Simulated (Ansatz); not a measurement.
# CH3NO2Si: rigid torsion scan, by script

Aim: a rigid torsion scan, for CH3NO2Si, run from a script. SMILES: N#C[SiH](O)O.

Program: Ansatz 0.2.0, driven from Python. Level of theory: B3LYP/def2-SVP. These are calculated values, not measurements.

**1. The structure**

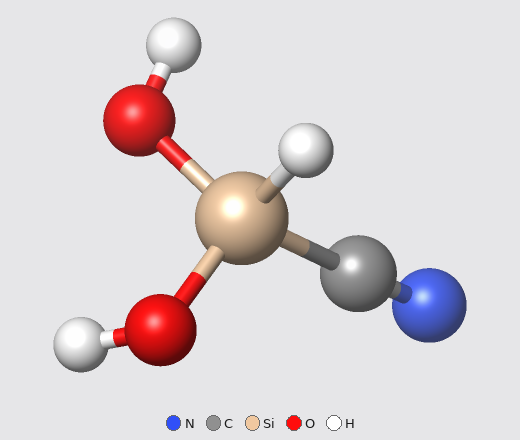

The structure that the script starts from, seen from a chosen angle (nitrogen blue, carbon grey, silicon light orange, oxygen red, hydrogen white).

No structure file is read: the coordinates are typed or built in the script.

**2. The code**

ch3no2si.py

```python
"""Rigid torsion scan of CH3NO2Si."""

from dataclasses import dataclass
import logging
import sys

import ansatz as az
from ase import Atoms

logging.basicConfig(stream=sys.stdout, format="[%(levelname)s] %(message)s")
log = logging.getLogger("calc")
log.setLevel(logging.INFO)


@dataclass
class RunConfig:
    basis: str = "def2-SVP"
    functional: str = "b3lyp"
    force_tol: float = 0.02


settings = RunConfig()

atoms = Atoms(["N", "C", "Si", "O", "O", "H", "H", "H"], positions=[
    (2.7757, 0.4014, -0.4842),
    (1.6773, 0.1974, -0.1632),
    (-0.1241, -0.0886, 0.3381),
    (-0.6486, -1.6513, 0.1393),
    (-1.195, 0.8662, -0.504),
    (-0.2999, 0.2609, 1.7652),
    (-1.1183, -1.8081, -0.6943),
    (-1.0672, 1.8221, -0.3969),
])

# relax first, so that the scan starts from a minimum
first = (
    az.Crystal.molecule_from_ase(atoms).calculation()
    .basis(gaussian=settings.basis)
    .functional(settings.functional)
    .relax(force_tolerance=settings.force_tol, max_steps=80)
)
atoms.positions = first.run(threads=1).report["positions_ang"]

start = atoms.get_dihedral(1, 2, 3, 6)
energies = {}
for turn in range(0, 360, 30):
    turned = atoms.copy()
    turned.set_dihedral(1, 2, 3, 6, start + turn, indices=[3, 6])
    base = az.Crystal.molecule_from_ase(turned).calculation()
    base = base.basis(gaussian=settings.basis)
    base = base.functional(settings.functional)
    energies[round((start + turn) % 360)] = base.run(threads=1).report["free_energy_ev"]
floor = min(energies.values())
log.info("dihedral C1-Si2-O3-H6 (deg)   E - E(min) (kJ/mol)")
for angle, e in sorted(energies.items()):
    log.info(f"{angle:8d} {96.485332 * (e - floor):14.3f}  " + "#" * int(30 * (e - floor) / max(max(energies.values()) - floor, 1e-9)))
```

**3. The calls as engine input**

The package turns the script's settings into the engine's input (first run):

```yaml
crystal:
  periodic: [false, false, false]
  atoms:
    - { symbol: "N", position_ang: [2.7757, 0.4014, -0.4842] }
    - { symbol: C, position_ang: [1.6773, 0.1974, -0.1632] }
    - { symbol: Si, position_ang: [-0.1241, -0.0886, 0.3381] }
    - { symbol: O, position_ang: [-0.6486, -1.6513, 0.1393] }
    - { symbol: O, position_ang: [-1.195, 0.8662, -0.504] }
    - { symbol: H, position_ang: [-0.2999, 0.2609, 1.7652] }
    - { symbol: H, position_ang: [-1.1183, -1.8081, -0.6943] }
    - { symbol: H, position_ang: [-1.0672, 1.8221, -0.3969] }
basis:
  gaussian:
    orbitals: def2-SVP
hamiltonian:
  xc: b3lyp
relax:
  f_tol: 0.02
  max_steps: 80
```

**4. Running it**

Command:

```
> python ch3no2si.py
```

**Question.** What results will this script give? Wanted: range of energy; lowest point, turn.

The runs gave:

```
              quantity     value
         runs compared        12
       range of energy  0.127 eV
lowest point, turn (°)         0
```

What this shows: The lowest point lies at a turn of 0°, the highest 0.127 eV (12.3 kJ/mol) above it at 90°. The grid can miss the true lowest and highest points, and the rest of the molecule is held rigid. Run 0: After 9 moves the largest shift is 0.399 Å, of atom 8 (H). The scan is rigid and the energies are electronic, in a modest basis. With rigid groups the curve can differ much from the relaxed path, the start wasn't checked as a minimum of this torsion, and equivalent turns needn't return to the same energy. b3lyp holds the VWN-RPA fit, as in Gaussian; the form of ORCA and Turbomole is b3lyp5.
